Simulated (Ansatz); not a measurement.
**Geometry relaxation, with input and output: HfH₂ClOF₃ (part 2 of 2)**

The same run, continued: HfH₂ClOF₃; RKS r2SCANh-D4/def2-SVP (Ansatz 0.2.0). It belongs to a series of runs on one base structure; here: end point B relaxed.

Geometry of the input (Å):
```
Hf -0.4431  -0.1377  -0.4932
Cl -0.2268  1.0058  3.0335
F  1.2454  -0.8376  0.0533
F  -0.3881  1.7488  -0.7661
F  -0.8299  -0.8973  -2.1925
O  -1.9238  -0.6729  0.7729
H  -2.7913  -1.0826  0.7455
H  -1.2564  0.2438  2.6640
```

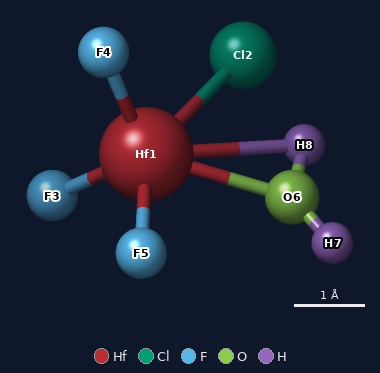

**Figure 1.** The geometry at step 16 of the log (ball-and-stick view, seen at a tilt; atoms are numbered from 1 in the order of the input).

## Trajectory as extended XYZ, continued
```
8
Properties=species:S:1:pos:R:3:forces:R:3 step=4 energy=-24051.23977
Hf   -0.4337   -0.0544   -0.2302    0.0749  -0.0560  -0.2127
Cl   -0.1541    0.9013    2.4672    0.0807   0.0966   0.1633
F     1.2540   -0.8582    0.1976   -0.0475   0.0004  -0.0621
F    -0.4089    1.8225   -0.6125    0.0017  -0.0287  -0.0434
F    -0.8407   -0.8177   -1.9311    0.0280   0.0444   0.0681
O    -1.9734   -0.6763    0.8347   -0.0651   0.0055   0.0948
H    -2.8116   -1.1363    0.7370    0.0793   0.0231   0.0059
H    -1.2457    0.1894    2.3546   -0.1521  -0.0853  -0.0139
8
Properties=species:S:1:pos:R:3:forces:R:3 step=5 energy=-24051.24943
Hf   -0.4181   -0.0521   -0.2508   -0.0198  -0.0635  -0.0796
Cl   -0.2030    0.8922    2.5404    0.1059   0.0766   0.0296
F     1.2689   -0.8731    0.1376   -0.0270   0.0370   0.0090
F    -0.3864    1.8179   -0.6610    0.0189  -0.0126   0.0258
F    -0.8542   -0.8182   -1.9409    0.0150   0.0371   0.0834
O    -1.9452   -0.6585    0.8477   -0.0373   0.0148   0.0463
H    -2.7775   -1.1292    0.7644    0.0015  -0.0235  -0.0308
H    -1.2985    0.1912    2.3800   -0.0573  -0.0659  -0.0838
8
Properties=species:S:1:pos:R:3:forces:R:3 step=6 energy=-24051.25247
Hf   -0.4242   -0.0542   -0.2477    0.0611   0.0250  -0.0562
Cl   -0.2004    0.9042    2.5549    0.0443   0.0127  -0.0438
F     1.2622   -0.8698    0.1474   -0.0168   0.0103   0.0052
F    -0.3814    1.8168   -0.6492    0.0040  -0.0158   0.0131
F    -0.8598   -0.8167   -1.9365    0.0022   0.0087   0.0259
O    -1.9529   -0.6574    0.8501    0.0026   0.0321   0.0715
H    -2.7787   -1.1388    0.7647   -0.0161  -0.0193   0.0025
H    -1.2788    0.1863    2.3336   -0.0814  -0.0537  -0.0182
8
Properties=species:S:1:pos:R:3:forces:R:3 step=7 energy=-24051.25551
Hf   -0.4202   -0.0472   -0.2390    0.0837   0.0546  -0.0034
Cl   -0.2104    0.8935    2.5350    0.0868   0.0564   0.0129
F     1.2641   -0.8691    0.1500   -0.0214   0.0116  -0.0114
F    -0.3703    1.8221   -0.6461    0.0052  -0.0263   0.0024
F    -0.8644   -0.8114   -1.9227   -0.0149  -0.0185  -0.0253
O    -1.9526   -0.6465    0.8656   -0.1100  -0.0497   0.0365
H    -2.7719   -1.1441    0.7848    0.0795   0.0429   0.0063
H    -1.2883    0.1731    2.2898   -0.1090  -0.0709  -0.0180
8
Properties=species:S:1:pos:R:3:forces:R:3 step=8 energy=-24051.25537 accepted=F
Hf   -0.4119   -0.0354   -0.2261    0.0733   0.0588   0.0427
Cl   -0.2302    0.8811    2.5163    0.0257   0.0283   0.0391
F     1.2696   -0.8691    0.1435   -0.0216   0.0149  -0.0233
F    -0.3480    1.8292   -0.6478    0.0074  -0.0317  -0.0099
F    -0.8793   -0.8065   -1.8992   -0.0236  -0.0297  -0.0458
O    -1.9533   -0.6321    0.8876    0.4257   0.2724   0.0439
H    -2.7491   -1.1474    0.8118   -0.4564  -0.2906  -0.0426
H    -1.3118    0.1505    2.2312   -0.0305  -0.0225  -0.0040
8
Properties=species:S:1:pos:R:3:forces:R:3 step=9 energy=-24051.25719
Hf   -0.4137   -0.0398   -0.2332    0.0146   0.0200   0.0311
Cl   -0.2183    0.8890    2.5296   -0.0785  -0.0515  -0.0188
F     1.2687   -0.8684    0.1432   -0.0073   0.0098  -0.0122
F    -0.3568    1.8258   -0.6504    0.0091  -0.0132  -0.0044
F    -0.8724   -0.8097   -1.9107   -0.0111  -0.0117  -0.0123
O    -1.9524   -0.6380    0.8776   -0.1154  -0.0658   0.0139
H    -2.7651   -1.1491    0.7976    0.1296   0.0797   0.0065
H    -1.3039    0.1605    2.2634    0.0590   0.0328  -0.0038
8
Properties=species:S:1:pos:R:3:forces:R:3 step=10 energy=-24051.25889
Hf   -0.4051   -0.0294   -0.2226    0.0418   0.0320   0.0134
Cl   -0.2441    0.8781    2.5258    0.0304   0.0213   0.0092
F     1.2761   -0.8675    0.1311   -0.0068   0.0127  -0.0101
F    -0.3346    1.8307   -0.6573    0.0089  -0.0148  -0.0051
F    -0.8885   -0.8072   -1.8895   -0.0129  -0.0096  -0.0031
O    -1.9486   -0.6238    0.8974   -0.0179  -0.0184  -0.0007
H    -2.7478   -1.1512    0.8212   -0.0167  -0.0046  -0.0042
H    -1.3213    0.1405    2.2111   -0.0269  -0.0185   0.0005
8
Properties=species:S:1:pos:R:3:forces:R:3 step=11 energy=-24051.25937
Hf   -0.4012   -0.0253   -0.2184    0.0022   0.0079   0.0167
Cl   -0.2494    0.8748    2.5263    0.0186   0.0116  -0.0012
F     1.2814   -0.8633    0.1252   -0.0025   0.0102  -0.0060
F    -0.3263    1.8318   -0.6632    0.0073  -0.0089  -0.0027
F    -0.8955   -0.8087   -1.8798   -0.0050  -0.0018   0.0061
O    -1.9489   -0.6221    0.9017    0.0178   0.0020  -0.0046
H    -2.7470   -1.1508    0.8232   -0.0197  -0.0068  -0.0058
H    -1.3271    0.1338    2.2023   -0.0186  -0.0142  -0.0024
8
Properties=species:S:1:pos:R:3:forces:R:3 step=12 energy=-24051.26032
Hf   -0.3914   -0.0143   -0.2038    0.0116   0.0012  -0.0341
Cl   -0.2648    0.8650    2.5213    0.0200   0.0100  -0.0044
F     1.2966   -0.8502    0.1099    0.0003  -0.0001   0.0033
F    -0.3026    1.8342   -0.6762   -0.0027  -0.0027   0.0015
F    -0.9159   -0.8124   -1.8499    0.0072   0.0116   0.0231
O    -1.9480   -0.6162    0.9157   -0.0142  -0.0134   0.0179
H    -2.7441   -1.1482    0.8296    0.0043   0.0109   0.0019
H    -1.3438    0.1124    2.1707   -0.0265  -0.0177  -0.0092
8
Properties=species:S:1:pos:R:3:forces:R:3 step=13 energy=-24051.26843
Hf   -0.3654    0.0123   -0.1708    0.1214   0.0517  -0.1210
Cl   -0.3009    0.8373    2.5003    0.2444   0.1631   0.0629
F     1.3334   -0.8205    0.0770   -0.0462   0.0047   0.0004
F    -0.2499    1.8414   -0.7046   -0.0226  -0.0552   0.0154
F    -0.9595   -0.8187   -1.7800    0.0234   0.0410   0.0844
O    -1.9455   -0.6014    0.9555   -0.0480  -0.0412   0.0001
H    -2.7378   -1.1377    0.8538   -0.0037   0.0148   0.0355
H    -1.3884    0.0575    2.0862   -0.2686  -0.1789  -0.0778
8
Properties=species:S:1:pos:R:3:forces:R:3 step=15 energy=-24051.42670
Hf   -0.2964    0.0726   -0.1081    0.3336   0.2272   0.0939
Cl   -0.3137    0.8171    2.4469    0.6051   0.3804   0.0497
F     1.3973   -0.7875    0.0199   -0.0511   0.0247  -0.0322
F    -0.1694    1.8587   -0.7559    0.0000  -0.0642  -0.0090
F    -1.0287   -0.8104   -1.6291   -0.0622  -0.0423  -0.0157
O    -1.9536   -0.5888    1.0091   -0.2276  -0.1844  -0.1179
H    -2.7458   -1.1414    0.8920    0.3758   0.3322   0.2849
H    -1.5036   -0.0500    1.9426   -0.9736  -0.6737  -0.2538
8
Properties=species:S:1:pos:R:3:forces:R:3 step=16 energy=-24051.65554
Hf   -0.2414    0.1187   -0.0649    0.1479   0.1725   0.2568
Cl   -0.2704    0.8442    2.4452    0.3490   0.0747  -0.4483
F     1.4451   -0.7642   -0.0391   -0.1280   0.0847  -0.0172
F    -0.1094    1.8657   -0.8107    0.0061  -0.1494   0.0450
F    -1.0785   -0.8066   -1.5162    0.0275   0.0417   0.0896
O    -1.9881   -0.6043    1.0194    2.0626   1.3638   0.0505
H    -2.7409   -1.1432    0.8833   -1.3455  -0.8448   0.1845
H    -1.6303   -0.1400    1.9003   -1.1196  -0.7432  -0.1609
8
Properties=species:S:1:pos:R:3:forces:R:3 step=17 energy=-24051.39452 accepted=F
Hf   -0.1826    0.1712   -0.0090    0.1273   0.0082  -0.2445
Cl   -0.1999    0.8755    2.4006    0.5288   0.2374  -0.2618
F     1.4841   -0.7456   -0.0854   -0.0974   0.0985   0.0377
F    -0.0580    1.8731   -0.8528    0.0203  -0.1028   0.0838
F    -1.1087   -0.7905   -1.4061    0.1085   0.1474   0.2826
O    -1.9751   -0.5808    1.0579   -3.5288  -4.5345  -8.1730
H    -2.7926   -1.1854    0.8737    2.3414   1.8303   0.8898
H    -1.7811   -0.2473    1.8385    0.4999   2.3155   7.3853
8
Properties=species:S:1:pos:R:3:forces:R:3 step=18 energy=-24051.82203
Hf   -0.2248    0.1213   -0.0267    0.5003   0.2185  -0.3198
Cl   -0.2115    0.8575    2.3862    0.2837   0.1650  -0.0219
F     1.4728   -0.7394   -0.0598   -0.0929   0.0520   0.0183
F    -0.1206    1.8554   -0.8046   -0.0031  -0.1064   0.0441
F    -1.0690   -0.8082   -1.4785   -0.0679   0.0026   0.1228
O    -1.9685   -0.6395    1.0330    1.4014   0.7749   0.2309
H    -2.7746   -1.0956    0.8556   -1.0719  -0.4673   0.1452
H    -1.7180   -0.1812    1.9121   -0.9497  -0.6394  -0.2195
8
Properties=species:S:1:pos:R:3:forces:R:3 step=19 energy=-24051.95646
Hf   -0.1892    0.1402   -0.0301    0.0307   0.0142   0.0320
Cl   -0.1667    0.8801    2.3648    0.2496   0.1156  -0.1253
F     1.4938   -0.7380   -0.0646    0.0578   0.0173  -0.0394
F    -0.1158    1.8663   -0.8160    0.0536   0.0254  -0.0570
F    -1.0791   -0.8074   -1.4509   -0.0003   0.0604   0.1690
O    -1.9576   -0.6518    1.0418    0.0978  -0.0498  -0.2966
H    -2.7996   -1.0872    0.8466    0.1501   0.1598   0.2495
H    -1.7999   -0.2320    1.9256   -0.6393  -0.3430   0.0679
8
Properties=species:S:1:pos:R:3:forces:R:3 step=20 energy=-24052.04159
Hf   -0.1599    0.1572    0.0028    0.0890  -0.0494  -0.2902
Cl   -0.1137    0.9143    2.3480    0.1420   0.1016  -0.0334
F     1.5180   -0.7260   -0.1041    0.0540   0.0110   0.0009
F    -0.0894    1.8591   -0.8347    0.0404   0.0401  -0.0226
F    -1.1101   -0.7921   -1.3855    0.0553   0.0821   0.1390
O    -1.9311   -0.6942    1.0426    0.0456   0.0089   0.0218
H    -2.7863   -1.0674    0.8331   -0.3345  -0.2471  -0.3690
H    -1.9415   -0.2805    1.9150   -0.0919   0.0528   0.5535
8
Properties=species:S:1:pos:R:3:forces:R:3 step=21 energy=-24051.73456 accepted=F
Hf   -0.1017    0.2015    0.0740   -0.2694  -1.1562  -3.3523
Cl   -0.0085    0.9251    2.2409    0.1521   0.7067   2.2219
F     1.6045   -0.6575   -0.1591   -0.5386   0.3259   0.2234
F    -0.0636    1.8660   -0.8817    0.0138  -0.4378   0.4023
F    -1.0961   -0.8255   -1.2711    0.2343   0.3240   0.5092
O    -2.0492   -0.6852    1.1013    1.8775  -0.2240  -3.3945
H    -2.8584   -1.0178    0.7365   -0.7532  -0.2955  -0.0725
H    -2.0410   -0.4363    1.9765   -0.7166   0.7570   3.4625
8
Properties=species:S:1:pos:R:3:forces:R:3 step=22 energy=-24052.09105
Hf   -0.1487    0.1656   -0.0017   -0.0098   0.0229   0.0052
Cl   -0.0726    0.9407    2.3300    0.0819   0.0190  -0.0705
F     1.5305   -0.7181   -0.1102   -0.0032   0.0184  -0.0182
F    -0.0677    1.8632   -0.8502    0.0336  -0.0224  -0.0214
F    -1.1185   -0.7916   -1.3686   -0.0085   0.0276   0.1038
O    -1.9552   -0.6709    1.0613   -0.0529  -0.0402  -0.1270
H    -2.7850   -1.0823    0.7886    0.0788  -0.0184  -0.1138
H    -1.9969   -0.3363    1.9682   -0.1200  -0.0069   0.2419
8
Properties=species:S:1:pos:R:3:forces:R:3 step=23 energy=-24052.11697
Hf   -0.1377    0.1830    0.0075   -0.0375  -0.0111   0.0273
Cl   -0.0329    0.9580    2.3206    0.0615   0.0314  -0.0042
F     1.5345   -0.7137   -0.1254   -0.0436   0.0286  -0.0103
F    -0.0432    1.8633   -0.8760    0.0207  -0.0368   0.0063
F    -1.1446   -0.7875   -1.3239   -0.0238   0.0002   0.0499
O    -1.9640   -0.6499    1.0742   -0.2221   0.0152   0.2351
H    -2.7526   -1.1023    0.7343    0.2622   0.1034   0.0175
H    -2.0736   -0.3805    2.0059   -0.0174  -0.1308  -0.3217
8
Properties=species:S:1:pos:R:3:forces:R:3 step=24 energy=-24052.12771
Hf   -0.1434    0.1851    0.0160    0.0847   0.0700   0.0493
Cl    0.0116    0.9680    2.3184   -0.0120   0.0077  -0.0055
F     1.5258   -0.7133   -0.1250   -0.0264  -0.0080  -0.0275
F    -0.0398    1.8603   -0.8742    0.0065  -0.0100  -0.0087
F    -1.1614   -0.7812   -1.3110   -0.0607  -0.0485   0.0399
O    -1.9675   -0.6375    1.0809   -0.0228   0.0542   0.0849
H    -2.7106   -1.1304    0.7099    0.0281   0.0053  -0.0540
H    -2.1287   -0.3809    2.0023    0.0026  -0.0708  -0.0785
8
Properties=species:S:1:pos:R:3:forces:R:3 step=25 energy=-24052.12975
Hf   -0.1306    0.2155    0.0415   -0.0408  -0.1199  -0.2185
Cl    0.0623    1.0139    2.3095    0.0015   0.0265   0.1388
F     1.5191   -0.7150   -0.1416   -0.0672   0.0371   0.0201
F    -0.0198    1.8582   -0.9113   -0.0100  -0.0473   0.0384
F    -1.1978   -0.7991   -1.2234    0.0352   0.0531  -0.0005
O    -1.9818   -0.5990    1.0877   -0.1984   0.0161   0.5862
H    -2.6689   -1.0944    0.6171    0.1387   0.0307   0.0248
H    -2.1966   -0.5098    2.0377    0.1409   0.0037  -0.5893
8
Properties=species:S:1:pos:R:3:forces:R:3 step=26 energy=-24052.13789
Hf   -0.1345    0.2065    0.0337   -0.0411  -0.0059  -0.0216
Cl    0.0429    0.9954    2.3208    0.0145   0.0123   0.0194
F     1.5113   -0.7268   -0.1469   -0.0015   0.0035   0.0087
F    -0.0244    1.8615   -0.8940    0.0050  -0.0082   0.0025
F    -1.1972   -0.7853   -1.2474    0.0036  -0.0021   0.0120
O    -1.9738   -0.6001    1.0877   -0.1134  -0.0357   0.1189
H    -2.6445   -1.1404    0.6446    0.0795   0.0739   0.0338
H    -2.1939   -0.4403    2.0188    0.0535  -0.0378  -0.1736
8
Properties=species:S:1:pos:R:3:forces:R:3 step=27 energy=-24052.13875
Hf   -0.1381    0.2085    0.0339    0.0193  -0.0072   0.0280
Cl    0.0488    1.0023    2.3195   -0.0010   0.0003  -0.0016
F     1.5081   -0.7255   -0.1405   -0.0135   0.0051   0.0006
F    -0.0223    1.8605   -0.8980   -0.0038   0.0003  -0.0068
F    -1.2012   -0.7887   -1.2423   -0.0118  -0.0001  -0.0068
O    -1.9717   -0.6035    1.0907    0.0050   0.0031  -0.0115
H    -2.6447   -1.1254    0.6342    0.0010  -0.0056  -0.0049
H    -2.1929   -0.4580    2.0198    0.0048   0.0041   0.0030
```

## Results in brief

| quantity | value |
| --- | --- |
| outcome | converged |
| total energy | −24052.1388 eV |
| mean-field energy | −24052.0954 eV |
| largest force (length of the vector) at the end | 0.035 eV/Å |
| hardware | 4 threads of Intel Xeon @ 2.50GHz (Skylake/Cascade Lake), 32 GiB of memory available, shared host |
| wall time | 2.8 min (CPU time 10 min) |
| peak memory | 0.34 GiB |
